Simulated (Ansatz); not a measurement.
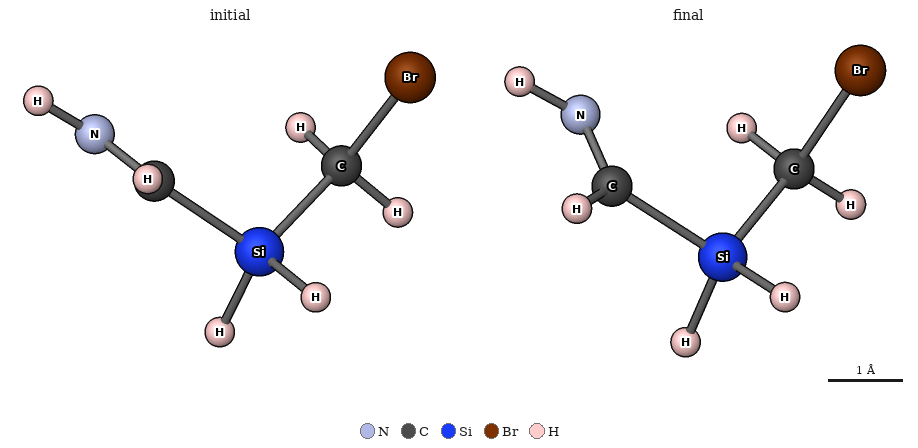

The structure of C2H6BrNSi (coarse preliminary run) before (left) and after (right) a relaxation, at one scale.

Style: ball-and-stick. Shown from a free direction.

The start comes from a force field.

Computed with Ansatz, RKS PBE-D4/def2-SVP. (force threshold 0.03 eV/Å; at most 200 steps)

Q: Describe what moved and what it gained.

A: The atom that moves furthest after the best rigid fit is an H atom (0.59 Å). By element the largest moves are H 0.59 Å, N 0.45 Å, Si 0.16 Å, Br 0.16 Å, C 0.11 Å. Among the contacts that change: Br–C 1.891 → 1.966 Å, H–Si 1.460 → 1.510 Å, C–N 1.244 → 1.285 Å, C–Si 1.859 → 1.894 Å. Bond angles that change, for instance: Si–C–H 106.8° → 114.2°, C–Si–H 114.8° → 109.7°, Br–C–H 111.5° → 106.4°. Groups turn about C–Si by about 30°. After 15 accepted moves (16 points after the start) the energy has fallen by 0.272 eV. The largest force component goes from 2.8 to 0.018 eV/Å. The line search rejected the trial step at point 11 of the run.
